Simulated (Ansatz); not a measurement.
# Calculations on HfSiH$_{4}$ClF$_{3}$

**1. Relaxation**

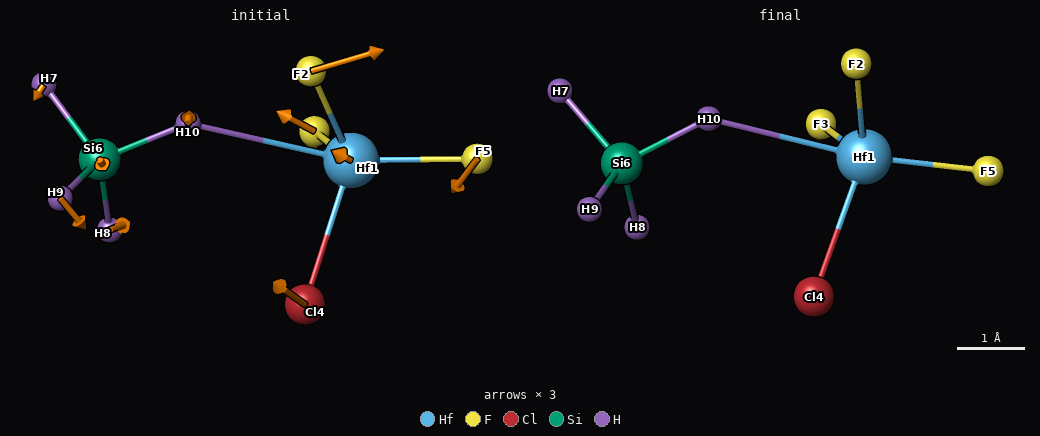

The structure of HfSiH4ClF3 before (left) and after (right) a relaxation, at one scale. The orange arrows give the displacements, magnified 3 times.

Style: ball-and-stick. Shown at a tilt.

The run prepares an end point of a later path (reaction) calculation, from a guessed geometry.

Method: Ansatz 0.2.0, RKS PBE-D4/def2-SVP. Set-up: no spin polarisation; force threshold 0.03 eV/Å; at most 50 steps.

**Summarise the run.**

After 8 geometry steps the energy has fallen by 2.85 kcal/mol. The largest force component goes from 0.95 to 0.022 eV/Å. The largest move after the best rigid fit is that of F2, 0.41 Å. By element the largest moves are F 0.41 Å, Cl 0.35 Å, H 0.24 Å, Hf 0.15 Å, Si 0.11 Å. Near-neighbour distances that change, for instance: Hf1–H10 2.587 → 2.450 Å, Hf1–F2 1.951 → 1.916 Å, Si6–H10 1.483 → 1.517 Å, Hf1–Cl4 2.358 → 2.373 Å. Bond angles that change, for instance: F2–Hf1–H10 54.0° → 70.1°, F5–Hf1–H10 161.1° → 172.6°, F3–Hf1–H10 83.1° → 76.2°. The run took 18 s on 4 threads of Arm Neoverse V2, on a shared host, peak memory 0.2 GiB.

**2. Relaxation**

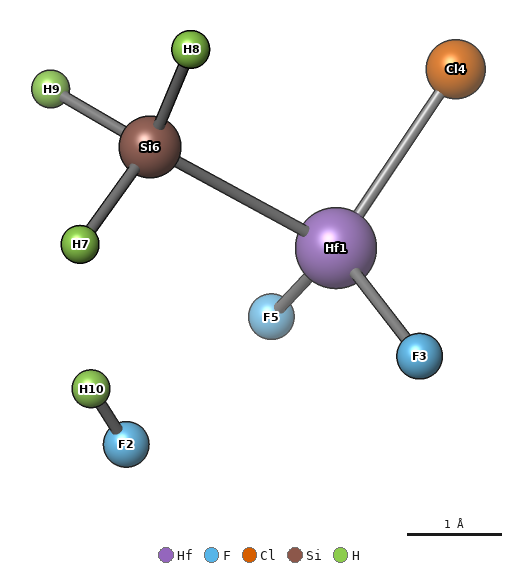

HfSiH$_{4}$ClF$_{3}$, before the relaxation. A ball-and-stick model, seen at a tilt.

The run prepares an end point of a later path (reaction) calculation, from a guessed geometry.

Level of theory: RKS PBE-D4/def2-SVP (Ansatz).

Input
```yaml
crystal:
  periodic: [false, false, false]
  atoms:
    - { symbol: Hf, position_ang: [-0.024823, 0.513876, -0.499347] }
    - { symbol: F, position_ang: [0.968741, -0.335299, 2.387978] }
    - { symbol: F, position_ang: [1.564617, -0.480696, -0.853572] }
    - { symbol: Cl, position_ang: [-0.7669, 1.635805, -2.41598] }
    - { symbol: F, position_ang: [-1.486232, -0.35609, 0.366052] }
    - { symbol: Si, position_ang: [0.743946, 2.565788, 0.972669] }
    - { symbol: H, position_ang: [1.707849, 2.140968, 2.081294] }
    - { symbol: H, position_ang: [1.499706, 3.625431, 0.208503] }
    - { symbol: H, position_ang: [-0.394976, 3.243523, 1.695213] }
    - { symbol: H, position_ang: [1.360472, 0.502594, 2.530989] }
basis:
  gaussian: { orbitals: def2-SVP }
hamiltonian:
  xc: pbe
  dispersion: d4
relax:
  f_tol: 0.03
  max_steps: 50
output:
  orbitals: {}
```

Run as
```bash
ansatz run input.yaml --threads 4 --pin off --max-ram 5120MiB --backend cpu --events-out ev --progress --plain --runs-dir out
```

Q: What does the optimiser find from here?

A: F2 moves most after the best rigid fit: 0.65 Å. Largest moves by element: F 0.65 Å, H 0.52 Å, Cl 0.32 Å, Hf 0.30 Å, Si 0.12 Å. Near-neighbour distances that change, for instance: Hf1–F2 3.169 → 2.318 Å, Hf1–H10 3.332 → 2.694 Å, Hf1–Si6 2.640 → 2.779 Å, F2–H10 0.936 → 1.001 Å. New bonds form, among them: Hf1–F2 (3.17 → 2.32 Å). Among the angles between lasting bonds that change: Hf1–Si6–H7 111.8° → 102.8°, F3–Hf1–Si6 105.4° → 114.0°, Cl4–Hf1–Si6 100.2° → 92.6°. Over 11 geometry steps the energy falls by 9.57 kcal/mol. The largest force component goes from 0.82 to 0.023 eV/Å. The run took 25 s on 4 threads of Arm Neoverse V2, with other jobs on the host, peak memory 0.2 GiB.

History of the run:

| step | E − E(0), kcal/mol | largest force component, eV/Å |
| --- | --- | --- |
| 0 | 0.00 | 0.8222 |
| 1 | -2.15 | 0.6225 |
| 2 | -5.58 | 0.4920 |
| 3 | -7.63 | 0.3522 |
| 4 | -8.59 | 0.2936 |
| 5 | -8.91 | 0.2109 |
| 6 | -9.23 | 0.1078 |
| 7 | -9.46 | 0.0647 |
| 8 | -9.48 | 0.1769 |
| 9 | -9.51 | 0.0950 |
| 10 | -9.56 | 0.0365 |
| 11 | -9.57 | 0.0225 |

Final geometry:

```xyz
10

Hf    0.0495    0.3199   -0.2833
F     1.0281   -0.1523    1.7644
F     1.5465   -0.6510   -0.9754
Cl   -0.8141    1.4956   -2.1267
F    -1.4551   -0.5943    0.4672
Si    0.7365    2.6607    1.0470
H     1.3744    2.1298    2.3767
H     1.8489    3.5274    0.5153
H    -0.3558    3.5499    1.5839
H     1.2135    0.7701    2.1047
```

The end point in the same view:

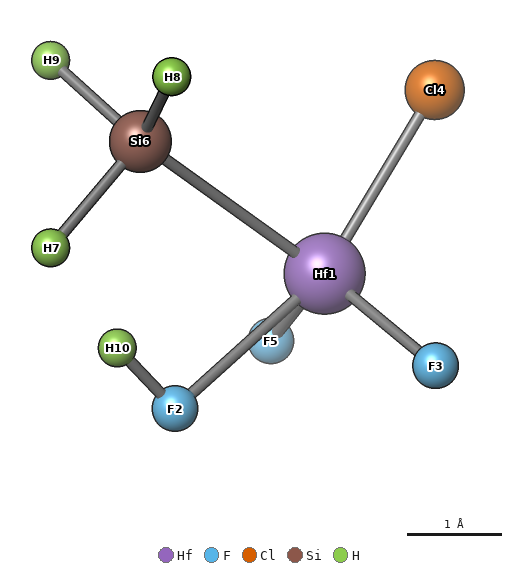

**3. Path**

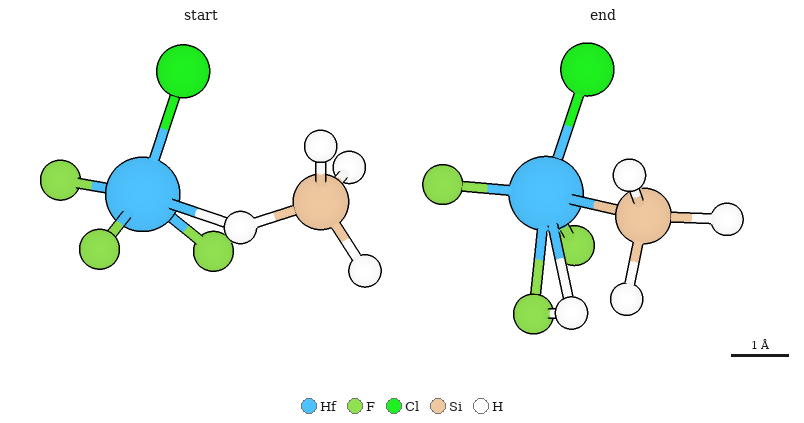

The two relaxed end points of a path for HfSiH$_{4}$ClF$_{3}$. Style: ball-and-stick. Shown at a tilt.

These are results of RKS PBE-D4/def2-SVP in Ansatz, not measurements.

Set-up: 5 movable images; climbing image; force threshold 0.03 eV/Å; iteration limit 60.

Start:
```xyz
10

Hf   -0.1865   -0.2235    0.0540
F    -0.4389   -0.7270    1.8854
F     1.6530   -0.1677   -0.4834
Cl   -1.4729    1.6474   -0.6350
F    -0.8995   -1.6993   -0.9205
Si    1.3097    2.8755    1.3020
H     2.5634    3.0059    2.1156
H     1.5964    3.0688   -0.1554
H     0.2438    3.8121    1.7829
H     0.8038    1.4636    1.5282
```

End:
```xyz
10

Hf   -0.0628    0.3168   -0.2141
F     1.1577   -0.1484    1.7009
F     1.3364   -0.6615   -1.0791
Cl   -1.1427    1.4859   -1.9442
F    -1.4663   -0.5898    0.7192
Si    0.7866    2.6620    1.0103
H     1.5810    2.1357    2.2548
H     1.8274    3.5232    0.3423
H    -0.2301    3.5567    1.6722
H     1.3852    0.7752    2.0114
```

### Predict the minimum-energy path and its barrier.

The energy climbs by 1.94 eV to image 5 and then falls by 0.15 eV, so the end point sits at +1.78 eV. Breaking: Si6–H10 (1.52 → 2.01 at the top → 2.22 Å). Forming: Hf1–Si6 (3.66 → 2.88 at the top → 2.78 Å). The band converged in 22 iterations. The largest component of the band force went from 6.5 to 0.018 eV/Å. The climbing image converged on the top of the path. Its vibrational analysis gives one imaginary mode (289i cm⁻¹), as a transition state must have.

Energies of the converged images:

```
image  path (Å)  E (eV)
    0      0.00   0.000
    1      1.05   0.005
    2      2.10   0.067
    3      3.15   0.244
    4      4.19   0.623
    5      5.24   1.935
    6      6.20   1.780
```

The geometry at the top of the path:

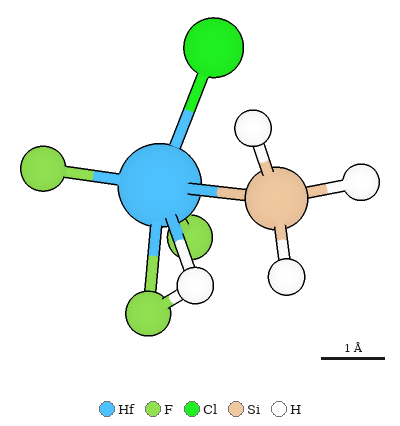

The run took 3.3 min on 4 threads of Arm Neoverse V2, with other jobs on the host, peak memory 0.2 GiB.
